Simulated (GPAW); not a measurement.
Band structure of Ni3Si (Pm-3m, 4 atoms in the cell).

```
Ni3Si
1.0
    3.59670     0.00000     0.00000
    0.00000     3.59670     0.00000
    0.00000     0.00000     3.59670
Si Ni
1 3
Direct
  0.00000   0.00000   0.00000
  0.00000   0.50000   0.50000
  0.50000   0.00000   0.50000
  0.50000   0.50000   0.00000
```

Level of theory: PBE, GPAW PAW datasets PBE (gpaw-data 1.0.1) (plane waves; GPAW).

Settings: mode = pw; ecut = 800 eV; xc = PBE; kpts = 7 7 7; mesh shift (steps) = 0 0 0; occupations.name = methfessel-paxton; occupations.width = 0.272 eV; occupations.order = 0; nbands = -10; convergence.density = 1e-05 e/electron; convergence.energy = 1e-05 eV/electron; symmetry.symmorphic = false; symmetry.tolerance = 0.0005; maxiter = 150.

The starting cell has typed, rounded lattice constants, without a prior relaxation at this level. Its lattice was rescaled by a random factor within 2.5 % of one. Spin polarisation is off.

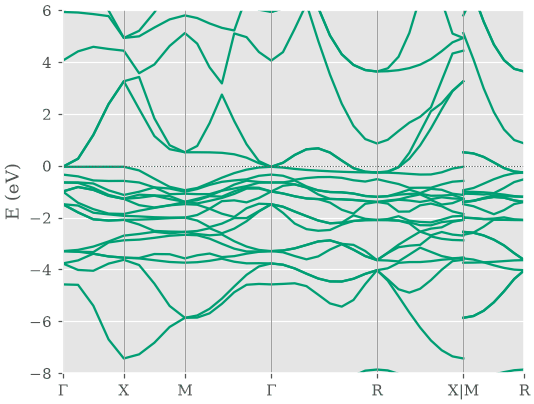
Figure. Bands along the path, energies from the Fermi level.

Levels in eV from the Fermi level, bands 23 to 30:
```json
[
 {"point": "Γ", "23": "-0.65", "24": "-0.65", "25": "-0.34", "26": "-0.04", "27": "-0.04", "28": "-0.04", "29": "4.06", "30": "5.93"},
 {"point": "X", "23": "-1.27", "24": "-1.13", "25": "-0.58", "26": "-0.04", "27": "3.26", "28": "3.26", "29": "4.44", "30": "4.93"},
 {"point": "M", "23": "-1.39", "24": "-1.08", "25": "-1.00", "26": "-0.94", "27": "0.52", "28": "0.52", "29": "5.12", "30": "5.80"},
 {"point": "R", "23": "-1.20", "24": "-1.20", "25": "-0.52", "26": "-0.26", "27": "-0.26", "28": "-0.26", "29": "0.86", "30": "3.64"}
]
```

Bands cross the Fermi level along this path, so the cell is metallic at this level.
